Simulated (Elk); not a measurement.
# CdCo3B: which magnetic order is lowest, part 2 of 2

A self-consistent run ends on one state, which hangs on the start. Several orders of CdCo3B are started in Elk and their energies compared.

Elk 11.2.3 (patched build); PBE; all-electron APW+lo, Dirac cores, scalar-relativistic bands.

So far. Step 2 (Order 1, typed as ferro +++): After 28 cycles the largest moment stands at 0.775 μB.

## 3. Start 2: ferri ++-

Reversing part of the moments tests the sign of the couplings between them.

The input, elk.in:

```
tasks
  0

xctype
  20

rgkmax
  7.0

nempty
  12

swidth
  0.003

reducebf
  0.5

epsengy
  1e-05

maxscl
  100

lmaxi
  3

spinpol
  .true.

sppath
  './'

avec
  7.29161785598 0.00000000000 0.00000000000
  0.00000000000 7.29161785598 0.00000000000
  0.00000000000 0.00000000000 7.29161785598

atoms
  3
  'Cd.in'
  1
  0.0000000000 0.0000000000 0.0000000000   0.000000 0.000000 0.000000
  'Co.in'
  3
  0.0000000000 0.5000000000 0.5000000000   0.000000 0.000000 -0.060000
  0.5000000000 0.5000000000 0.0000000000   0.000000 0.000000 -0.060000
  0.5000000000 0.0000000000 0.5000000000   0.000000 0.000000 0.060000
  'B.in'
  1
  0.5000000000 0.5000000000 0.5000000000   0.000000 0.000000 0.000000

ngridk
  6 6 6
```

Launch:

```sh
$ OMP_NUM_THREADS=4 elk
```

Numbers of over 12 decimals in the logs are rounded to 6 here.

What it wrote:

```text
Warning(gndstate): core states of species 1 leak from the muffin-tin :   0.2467768510E-03
Warning(gndstate): core states of species 2 leak from the muffin-tin :   0.2737347096E-02
Warning(gndstate): core states of species 3 leak from the muffin-tin :   0.4200185699E-03

--- INFO.OUT ---
┌─────────────────────────┐
│ Elk code version 11.2.3 │
└─────────────────────────┘

All units are atomic (Hartree, Bohr, etc.)

┌─────────────────────────────────────────────────┐
│ Ground-state run starting from atomic densities │
└─────────────────────────────────────────────────┘

Lattice vectors :
   7.291617856       0.000000000       0.000000000
   0.000000000       7.291617856       0.000000000
   0.000000000       0.000000000       7.291617856

Species : 1 (Cd)
 parameters loaded from : Cd.in
 name : cadmium
 nuclear charge    :   -48.00000000
 electronic charge :    48.00000000
 atomic mass :    204912.7176
 muffin-tin radius :    2.600000000
 number of radial points in muffin-tin :   1193
 inner part over the whole radius :   0.9972693929E-02
 number on inner part of muffin-tin    :    850
 approximate nuclear radius :   0.8708852602E-04
 number of mesh points to nuclear radius :    426
 atomic positions (lattice), magnetic fields (Cartesian) :
  1 :   0.00000000  0.00000000  0.00000000    0.00000000  0.00000000  0.00000000

Species : 2 (Co)
 parameters loaded from : Co.in
 name : cobalt
 nuclear charge    :   -27.00000000
 electronic charge :    27.00000000
 atomic mass :    107428.6517
 muffin-tin radius :    2.054747959
 number of radial points in muffin-tin :    993
 inner part over the whole radius :   0.9986404020E-02
 number on inner part of muffin-tin    :    698
 approximate nuclear radius :   0.7243775530E-04
 number of mesh points to nuclear radius :    336
 atomic positions (lattice), magnetic fields (Cartesian) :
  1 :   0.00000000  0.50000000  0.50000000    0.00000000  0.00000000 -0.06000000
  2 :   0.50000000  0.50000000  0.00000000    0.00000000  0.00000000 -0.06000000
  3 :   0.50000000  0.00000000  0.50000000    0.00000000  0.00000000  0.06000000

Species : 3 (B)
 parameters loaded from : B.in
 name : boron
 nuclear charge    :   -5.000000000
 electronic charge :    5.000000000
 atomic mass :    19707.24742
 muffin-tin radius :    1.541060969
 number of radial points in muffin-tin :    593
 inner part over the whole radius :   0.9965356656E-02
 number on inner part of muffin-tin    :    403
 approximate nuclear radius :   0.4534157419E-04
 number of mesh points to nuclear radius :    163
 atomic positions (lattice), magnetic fields (Cartesian) :
  1 :   0.50000000  0.50000000  0.50000000    0.00000000  0.00000000  0.00000000

Total number of atoms per unit cell :    5
Total muffin-tin volume :    197.9672043
 ratio of muffin-tin to unit cell volume :   0.5106479005

Spin treatment :
 spin-polarised
 global magnetic field (Cartesian) :    0.000000000       0.000000000       0.000000000
 collinear magnetisation in z-direction

Number of Bravais lattice symmetries :   48
Number of crystal symmetries         :   16
Crystal has inversion symmetry
Real symmetric eigensolver will be used

k-point grid :      6     6     6
k-point offset :    0.000000000       0.000000000       0.000000000
k-point set is reduced with full crystal symmetry group
Total number of k-points :       40

Muffin-tin radius times maximum |G+k| :    7.000000000
 using average radius
Maximum |G+k| for APW functions       :    3.396309039
Maximum (1/2)|G+k|²                   :    5.767457545
Maximum |G| for potential and density :    12.00000000
Constant for pseudocharge density :    8
 order of it for each species :   15  15  15
 order of it for pair densities of each species (exact exchange by exxq0 0: 15) :   15   9   4
Radial integration step length :    1

G-vector grid sizes :     28    28    28
Number of G-vectors :    11123

Maximum angular momentum used for
 APW functions            :    8
 outer part of muffin-tin :    6
 inner part of muffin-tin :    3

Number of empty states         :     60
Total number of valence states :    188
Total number of core states    :     68

Third-order local-orbitals added for an l without core states : T
Total number of local-orbitals :     90

Exchange-correlation functional :     20     0     0
 Perdew-Burke-Ernzerhof, Phys. Rev. Lett. 77, 3865 (1996)
 gradient requirement :    1
 generalised gradient approximation (GGA)

Smearing type :    3
 Fermi-Dirac
Smearing width :   0.3000000000E-02
Effective electronic temperature (K) :    947.3250744

Mixing type :    3
 Broyden mixing, J. Phys. A: Math. Gen. 17, L317 (1984)

Kohn-Sham potential initialised from atomic data

┌──────────────────────────────┐
│ Self-consistent loop started │
└──────────────────────────────┘

┌─────────────────┐
│ Loop number : 1 │
└─────────────────┘

Energies :
 Fermi                       :     0.208133
 sum of occupied eigenvalues :     -5784.7604375812
 electron kinetic            :      10126.081991857
 core electron kinetic       :      9540.8714942628
 Coulomb                     :     -19590.726703376
 Coulomb potential           :     -15478.132525149
 nuclear-nuclear             :     -1395.6784289613
 electron-nuclear            :     -20955.739459461
 Hartree                     :      2760.6911850458
 Madelung                    :     -11851.660440802
 xc potential                :     -432.39634155072
 xc effective B-field        :    -0.219222
 external B-field            :      0.000000
 exchange                    :     -331.04661579184
 correlation                 :     -6.588091
 electron entropic           :    -0.46552462806542E-02
 total energy                :     -9802.2840731665
 (external B-field energy excluded from total)

Density of states at Fermi energy :    154.7990662
 (states/Hartree/unit cell)

Estimated indirect band gap :   0.3334865419E-03
 from k-point 18 to k-point 26
Estimated direct band gap   :   0.4022662314E-03
 at k-point 18

Charges :
 core                        :    68.00000000
 valence                     :    66.00000000
 interstitial                :    7.406799055
 muffin-tins (core leakage)
  species : 1 (Cd)
   atom 1                    :    46.30093460     (  0.2707299463E-03)
  species : 2 (Co)
   atom 1                    :    25.35958001     (  0.2793656066E-02)
   atom 2                    :    25.35958001     (  0.2793656066E-02)
   atom 3                    :    25.39879881     (  0.2793656066E-02)
  species : 3 (B)
   atom 1                    :    4.174307519     (  0.4134914753E-03)
 total in muffin-tins        :    126.5932009
 total calculated charge     :    133.9904448
 total charge                :    134.0000000
 error                       :   0.9555173681E-02

Moments :
 interstitial                :  -0.5047772155E-01
 muffin-tins
  species : 1 (Cd)
   atom 1                    :  -0.8055051748E-02
  species : 2 (Co)
   atom 1                    :    1.845371704
   atom 2                    :    1.845371704
   atom 3                    :   -1.795735607
  species : 3 (B)
   atom 1                    :  -0.1563140153E-01
 total in muffin-tins        :    1.871321347
 total moment                :    1.820843626

[... earlier loops left out ...]

┌──────────────────┐
│ Loop number : 42 │
└──────────────────┘

Energies :
 Fermi                       :     0.320683
 sum of occupied eigenvalues :     -5773.5491168519
 electron kinetic            :      10134.364191175
 core electron kinetic       :      9540.6410716734
 Coulomb                     :     -19597.601296340
 Coulomb potential           :     -15468.052665640
 nuclear-nuclear             :     -1395.6784289613
 electron-nuclear            :     -20979.737188965
 Hartree                     :      2777.8143215864
 Madelung                    :     -11863.574963520
 xc potential                :     -439.81929049684
 xc effective B-field        :    -0.41351701650572E-01
 external B-field            :      0.000000
 exchange                    :     -331.40875177880
 correlation                 :     -6.609528
 electron entropic           :    -0.47562623101671E-02
 total energy                :     -9801.2601416536
 (external B-field energy excluded from total)

Density of states at Fermi energy :    163.7537204
 (states/Hartree/unit cell)

Estimated indirect band gap :   0.9101902035E-03
 from k-point 8 to k-point 29
Estimated direct band gap   :   0.1614962013E-02
 at k-point 36

Charges :
 core                        :    68.00000000
 valence                     :    66.00000000
 interstitial                :    7.262135639
 muffin-tins (core leakage)
  species : 1 (Cd)
   atom 1                    :    46.88286150     (  0.2467768510E-03)
  species : 2 (Co)
   atom 1                    :    25.44090121     (  0.2737347096E-02)
   atom 2                    :    25.44090121     (  0.2737347096E-02)
   atom 3                    :    25.44085516     (  0.2737243121E-02)
  species : 3 (B)
   atom 1                    :    3.532345278     (  0.4200185699E-03)
 total in muffin-tins        :    126.7378644
 total calculated charge     :    133.9906253
 total charge                :    134.0000000
 error                       :   0.9374717637E-02

Moments :
 interstitial                :  -0.1218342449
 muffin-tins
  species : 1 (Cd)
   atom 1                    :  -0.4343568802E-01
  species : 2 (Co)
   atom 1                    :   0.7743756722
   atom 2                    :   0.7743756722
   atom 3                    :   0.7751503066
  species : 3 (B)
   atom 1                    :  -0.5657934877E-01
 total in muffin-tins        :    2.223886614
 total moment                :    2.102052369

┌──────────────────────────────┐
│ Self-consistent loop stopped │
└──────────────────────────────┘

Warning : core states of species 1 leak from the muffin-tin :   0.2467768510E-03

Warning : core states of species 2 leak from the muffin-tin :   0.2737347096E-02

Warning : core states of species 3 leak from the muffin-tin :   0.4200185699E-03

Wrote STATE.OUT
```

It took 10 min on 4 threads of Arm Neoverse V1, shared host; peak memory 0.51 GiB; 39 min of CPU time.

Spin moment in the muffin-tin sphere by atom:

| atom | spin moment in the muffin-tin sphere (μB) |
| --- | --- |
| Cd1 | -0.043 |
| Co2 | 0.774 |
| Co3 | 0.774 |
| Co4 | 0.775 |
| B5 | -0.057 |

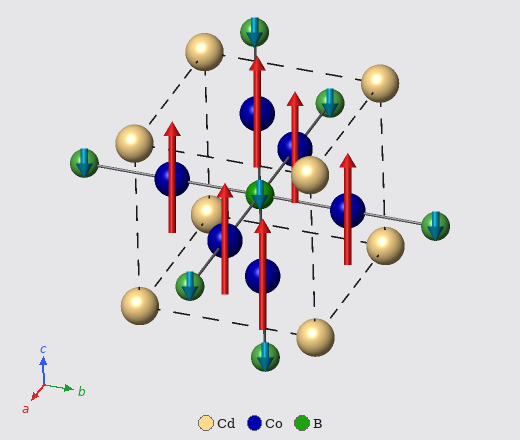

Spin moment in the muffin-tin sphere as arrows, the longest 0.775 μB. Up and down stand for the sign. Arrows give size and sign along the axis of quantisation, drawn up and down the page. Each arrow also spans its atom, so small moments look longer than they are. The two directions have two colours. Some periodic images of atoms are drawn too.

Numbers from this step:

- density of states at the Fermi level: 6.018 states/eV/cell
- moment between the spheres: -0.1218 μB
- magnetization: 2.102 μB
- final state: ferromagnetic

On 1 Co atom the moment turned against its typed sign.

It lies level with the first start, and its largest moment is 0.775 μB against 0.775 μB.

## 4. Start 3: no spin polarisation

A run without seeds gives the energy of the state without moments.

The input, elk.in:

```
tasks
  0

xctype
  20

rgkmax
  7.0

nempty
  12

swidth
  0.003

epsengy
  1e-05

maxscl
  100

lmaxi
  3

sppath
  './'

avec
  7.29161785598 0.00000000000 0.00000000000
  0.00000000000 7.29161785598 0.00000000000
  0.00000000000 0.00000000000 7.29161785598

atoms
  3
  'Cd.in'
  1
  0.0000000000 0.0000000000 0.0000000000   0.000000 0.000000 0.000000
  'Co.in'
  3
  0.0000000000 0.5000000000 0.5000000000   0.000000 0.000000 0.000000
  0.5000000000 0.5000000000 0.0000000000   0.000000 0.000000 0.000000
  0.5000000000 0.0000000000 0.5000000000   0.000000 0.000000 0.000000
  'B.in'
  1
  0.5000000000 0.5000000000 0.5000000000   0.000000 0.000000 0.000000

ngridk
  6 6 6
```

Launch:

```sh
$ OMP_NUM_THREADS=4 elk
```

What it wrote:

```text
Warning(gndstate): core states of species 1 leak from the muffin-tin :   0.2467826708E-03
Warning(gndstate): core states of species 2 leak from the muffin-tin :   0.2735899939E-02
Warning(gndstate): core states of species 3 leak from the muffin-tin :   0.4200405953E-03

--- INFO.OUT ---
┌─────────────────────────┐
│ Elk code version 11.2.3 │
└─────────────────────────┘

All units are atomic (Hartree, Bohr, etc.)

┌─────────────────────────────────────────────────┐
│ Ground-state run starting from atomic densities │
[...]
species : 3 (B)
   atom 1                    :    3.532538066     (  0.4200405953E-03)
 total in muffin-tins        :    126.7402871
 total calculated charge     :    133.9905987
 total charge                :    134.0000000
 error                       :   0.9401343722E-02

┌──────────────────────────────┐
│ Self-consistent loop stopped │
└──────────────────────────────┘

Warning : core states of species 1 leak from the muffin-tin :   0.2467826708E-03

Warning : core states of species 2 leak from the muffin-tin :   0.2735899939E-02

Warning : core states of species 3 leak from the muffin-tin :   0.4200405953E-03

Wrote STATE.OUT

[key lines of the parts left out:]
total energy                :     -9801.2553999977
```

Elapsed: 18 s, on 4 threads; peak memory 0.17 GiB; 65 s of CPU time.

Numbers from this step:

```
density of states at the Fermi level : 8.427 states/eV/cell
final state                          : non-magnetic (no spin polarisation)
```

It lies 43.0 meV a seeded atom over the first start.

## 5. A faulty input

A slip in the input shows what the program catches and what it lets pass.

The input, elk.in:

```
tasks
  0

xctype
  20

rgkmax
  7.0

nempty
  0

swidth
  0.003

reducebf
  0.5

epsengy
  1e-05

maxscl
  50

lmaxi
  3

spinpol
  .true.

sppath
  './'

avec
  7.29161785598 0.00000000000 0.00000000000
  0.00000000000 7.29161785598 0.00000000000
  0.00000000000 0.00000000000 7.29161785598

atoms
  3
  'Cd.in'
  1
  0.0000000000 0.0000000000 0.0000000000   0.000000 0.000000 0.000000
  'Co.in'
  3
  0.0000000000 0.5000000000 0.5000000000   0.000000 0.000000 -0.060000
  0.5000000000 0.5000000000 0.0000000000   0.000000 0.000000 -0.060000
  0.5000000000 0.0000000000 0.5000000000   0.000000 0.000000 -0.060000
  'B.in'
  1
  0.5000000000 0.5000000000 0.5000000000   0.000000 0.000000 0.000000

ngridk
  6 6 6
```

Launch:

```sh
$ OMP_NUM_THREADS=4 elk
```

What it wrote:

```text
┌─────────────────────────────────┐
│ Elk code version 11.2.3 started │
└─────────────────────────────────┘

Error(readinput): nempty <= 0 :    0.000000000
```

Elapsed: 0.01 s, on 4 threads; peak memory 0.05 GiB.

The input was rejected at the start.

The fault put into the input: no empty states.

Spin-polarised states are built from the spinless ones, so without empty states the majority spin has nowhere to go; ten or more an atom are usual.

## 6. The states side by side

These are free energies at a smearing of 0.0816 eV, so its entropy term is in the differences. They are divided by the number of seeded atoms, so that cells of unlike size compare.

Orders:

| start | final state | typed order kept | energy over the lowest (meV a seeded atom) | largest sphere moment (μB) | net moment (μB a primitive cell) | DOS at the Fermi level (states/eV a primitive cell) | mesh matched | CPU time (s) |
| --- | --- | --- | --- | --- | --- | --- | --- | --- |
| ferro +++ | ferromagnetic | yes | 0.01685 | 0.7746 | 2.102 | 6.018 | yes | 817.4 |
| ferri ++- | ferromagnetic | no | 0 | 0.7752 | 2.102 | 6.018 | yes | 2366 |
| no spin polarisation | non-magnetic | - | 43.01 | 0 | 0 | 8.427 | yes | 65.41 |

## 7. Summary of results

```json
{"lowest state found": "ferromagnetic (typed ferro +++)", "largest site moment": "0.775 μB", "next state": "non-magnetic, 43.0 meV a seeded atom higher", "energy gained by spin polarisation": "43.0 meV a seeded atom"}
```

In words: The lowest state found is ferromagnetic, reached from the start ferro +++, with moments up to 0.775 μB. All starts that keep moments end in one and the same state, so no two orders were compared. 1 start left the typed pattern (a sign turned or a seeded moment died), so such an energy belongs to the state reached, not the one typed. Only 3 starts are shown; other collinear patterns, canted and longer-period orders are not.

[Logs and program files are shortened in this print: banners, set-up blocks, solver, clock and traceback lines can be left out without a mark of their own.]

[Logs are printed without paths, hosts, clocks, repeated set-up lines and the standing remarks that a program may print on its own settings, such as how far it seeks lower states.]

[Hosts, paths, dates, database ids (printed as entryN), source tags and the programs' standing remarks are cut or masked in the printed files.]

[Where a cell is said to come from a database of computed structures, the database is the Materials Project.]
